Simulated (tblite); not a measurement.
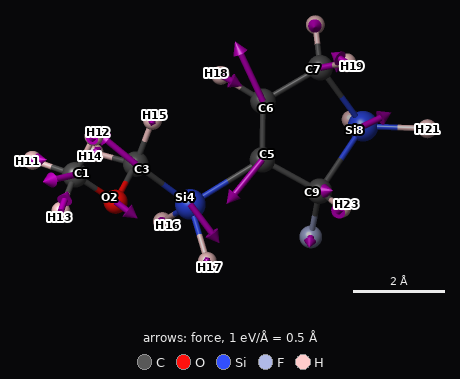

Starting geometry of C$_{6}$H$_{13}$FOSi$_{2}$ with the computed forces as purple arrows. The picture is a ball-and-stick view, seen at a tilt.

Method: tblite 0.8.0, GFN2-xTB geometry optimisation, gas phase. 

Is this structure relaxed? If not, where do the atoms go?

It isn't relaxed: the largest force vector, on a C atom, is 2.99 eV/Å. The final displacements have little in common with the starting forces (cosine between the two patterns 0.09). The atom that moves furthest after the best rigid fit is an H atom (1.10 Å). Largest moves by element: H 1.10 Å, F 0.51 Å, Si 0.51 Å, C 0.50 Å, O 0.41 Å. Among the contacts that change: C–Si 1.835 → 1.907 Å, C–Si 1.873 → 1.926 Å, C–H 1.141 → 1.088 Å, C–H 1.122 → 1.081 Å. Bond angles that change, for instance: F–C–H 112.0° → 104.4°, Si–C–H 105.5° → 112.8°, H–C–H 113.1° → 106.0°. Groups turn about C–Si by about 50°, C–Si by about 20°, C–Si by about 20°. After 183 geometry steps the energy has fallen by 0.635 eV. The run took 3.7 s on 1 thread of Arm Neoverse N1 (shared host).
